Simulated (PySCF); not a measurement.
## A study: C$_{3}$H$_{3}$, charge −1, SMILES `[CH-]1C=C1`

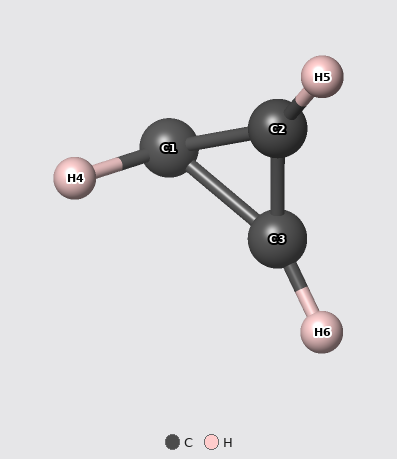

The molecule, with its atoms numbered as below. No frequency check shows the geometry to be a minimum.

Geometry (Å), atoms numbered from 1:

```
C1      -0.9710    0.0006   -0.1832
C2       0.4311    0.6503   -0.0151
C3       0.4301   -0.6508   -0.0152
H4      -1.4920    0.0007    0.9217
H5       1.0764    1.5055    0.1796
H6       1.0741   -1.5070    0.1795
```

Part 1: Bonding charge

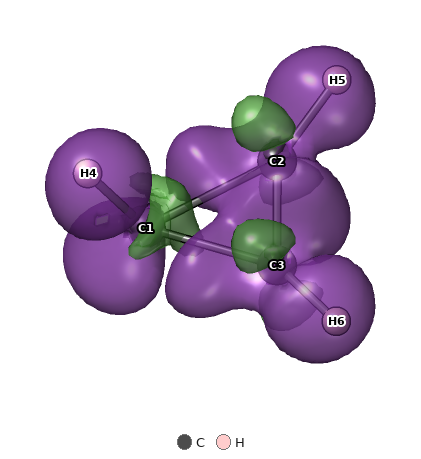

Deformation density (molecule less spherical, spin-averaged free atoms at the same positions), surfaces at ±0.08 e/Å³; purple: gain, green: loss.

PySCF calculation, BP86/aug-cc-pVDZ, gas phase; geometry: GFN2-xTB. The highest occupied Kohn–Sham orbital has positive energy, a self-interaction fault of such functionals for anions. This is a single-reference result, which may miss multireference character in this system.

Q: Describe the bonding that the map shows.

A: C3–H6 and C2–H5: +0.59 e/Å³ at the bond critical point (bond length 1.09 Å). C2–C3: +0.59 e/Å³ at the bond critical point (bond length 1.30 Å). C1–H4: +0.41 e/Å³ at the bond critical point (bond length 1.22 Å). C1–C3 and C1–C2: +0.16 e/Å³ at the bond critical point (bond length 1.55 Å). In all, 1.7 electrons gather in the regions of gain relative to the promolecule of neutral atoms (this includes the anion's extra charge).

Q: Where do the Hirshfeld charges lie?

A: The highest Hirshfeld charge is on H5 and H6 (−0.01 e), the lowest on C1 (−0.47 e).

```json
{"atom": "C1", "charge (e)": "−0.47"}
{"atom": "C2", "charge (e)": "−0.17"}
{"atom": "C3", "charge (e)": "−0.17"}
{"atom": "H4", "charge (e)": "−0.15"}
{"atom": "H5", "charge (e)": "−0.01"}
{"atom": "H6", "charge (e)": "−0.01"}
```

Part 2: Bond critical points

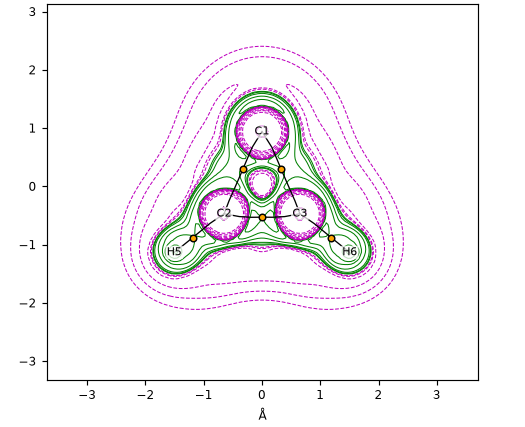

Negative Laplacian of the density (−∇²ρ) in the plane of C1, C2, C3, H5 and H6 (solid green lines positive, dashed magenta lines negative, contours at ±0.02 to ±8 a.u.), with bond paths and bond critical points (dots).

Q: At which bond critical points in this plane is charge locally concentrated, and at which depleted?

A: Concentrated (∇²ρ < 0): C2–C3 (−0.78 a.u.); C3–H6 and C2–H5 (−0.91 a.u.); C1–C3 and C1–C2 (−0.18 a.u.). At none is it depleted.

Q: Where along C3–H6 does the critical point lie?

A: 0.68 Å from C3 and 0.40 Å from H6.

Part 3: Electrostatic potential

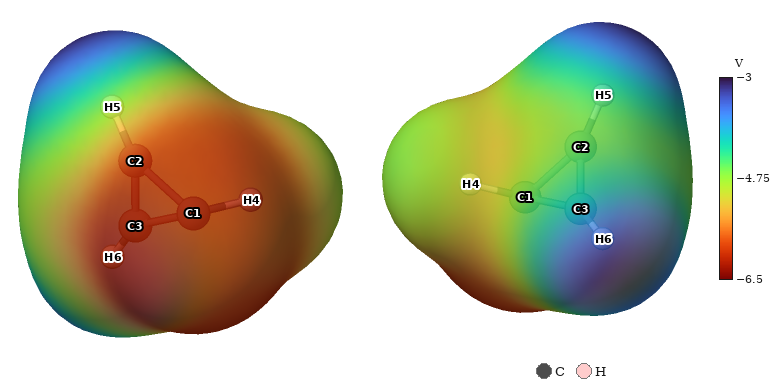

Electrostatic potential on the surface of electron density 0.001 a.u. (back view left, front view right).

Q: Where are the extremes of the potential on the surface?

A: Highest: −3.17 V, 1.4 Å from H6, and at like points elsewhere. Further maxima include −4.66 V, 1.8 Å from H4; −6.05 V, 2.6 Å from C1. Lowest: −6.15 V, 2.4 Å from C1. Further minima include −5.13 V, 1.7 Å from H4. The surface is sampled at points, so like sites can differ by a few per cent and only the strongest of them is named.

Q: What volume does the surface enclose?

A: About 85 Å³.

Part 4: Removing or adding an electron

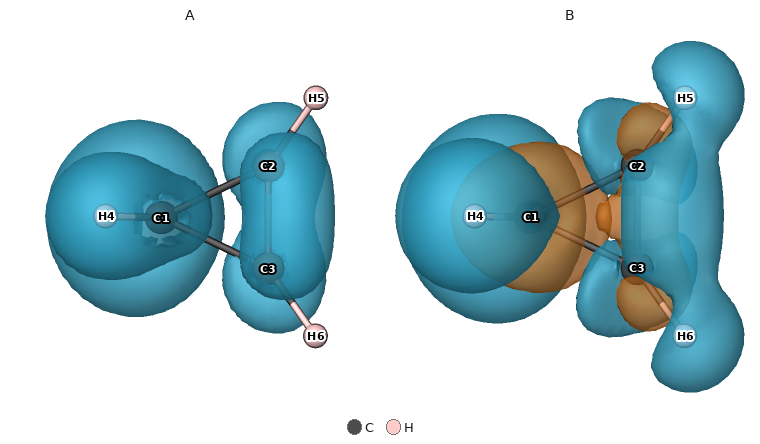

The Fukui function f⁻ from two separate SCF calculations and the density of the HOMO, at ±0.015 e/Å³ (light blue positive, orange negative).

Level of theory: r2SCAN/6-311+G** (PySCF), at a geometry from GFN2-xTB. The highest occupied Kohn–Sham orbital has positive energy, a self-interaction fault of such functionals for anions. This is a single-reference result, which may miss multireference character in this system.

Q: Which panel is which, and how good is the frozen-orbital picture?

A: B is f⁻ (it has negative regions), A the HOMO density. The HOMO lies on C1 (60 %), C2 and C3 (12 % each) and H4 (12 %); f⁻ (Hirshfeld-condensed) is largest on C1 (0.42); the vertical detachment energy is 0.04 eV. Relaxation shifts 19 % of the electron between atoms. The orbital energy is 2.71 eV.

Part 5: Localised orbitals

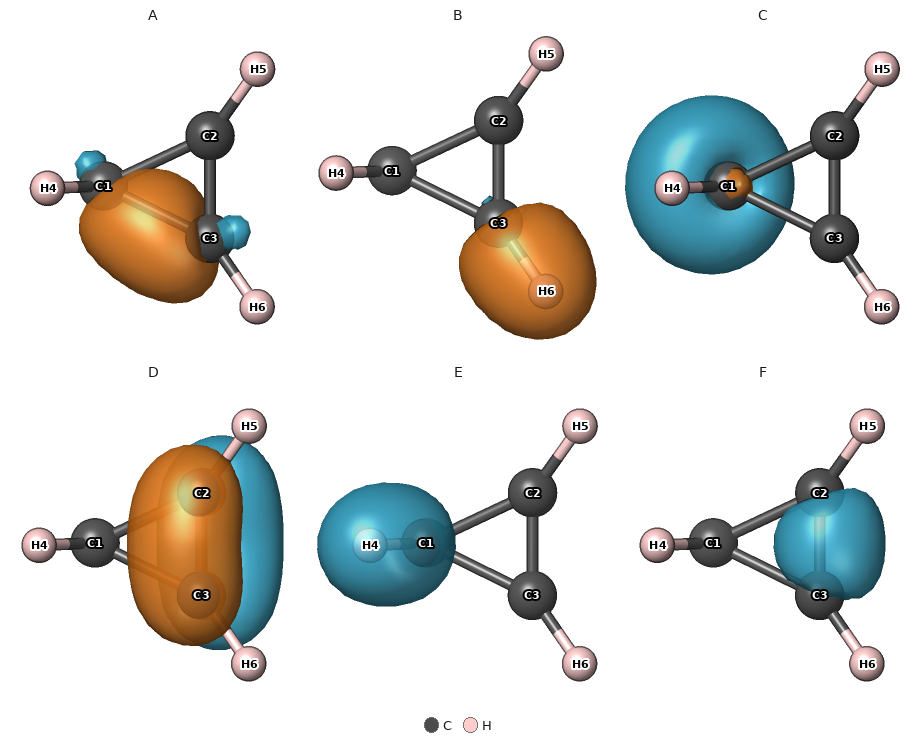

Pipek–Mezey orbitals, occupied; each surface holds about 70 % of the orbital's density. Energies are diagonal elements of the Fock matrix.

PySCF calculation, ωB97X/cc-pVTZ, gas phase; geometry: GFN2-xTB. The basis has no diffuse functions, which an anion needs.

Q: Name the orbitals, with their atomic make-up and energies.

A: By panel:
- A: σ bond C3–C1 (C3 56 %, C1 42 %; −8.3 eV)
- B: σ bond C3–H6 (C3 55 %, H6 45 %; −11.7 eV)
- C: lone pair on C1 (sp1-type) (C1 99 %; −2.6 eV)
- D: π bond C2–C3 (C2 49 %, C3 49 %; −4.5 eV)
- E: σ bond H4–C1 (H4 53 %, C1 47 %; −7.2 eV)
- F: σ bond C3–C2 (C3 50 %, C2 50 %; −13.7 eV)

Q: Which has the smallest and which the largest spatial spread?

A: Smallest: F (0.77 Å); largest: D (1.21 Å).

Q: How do all the valence pairs divide up?

A: 8 pairs: 6 σ bonds, 1 two-centre π bond and 1 lone pair.

The PySCF runs shown took 9.4 s, 2.6 min and 8.5 s on 1 thread of Intel(R) Xeon(R) Platinum 8488C (Sapphire Rapids), with other jobs on the host.
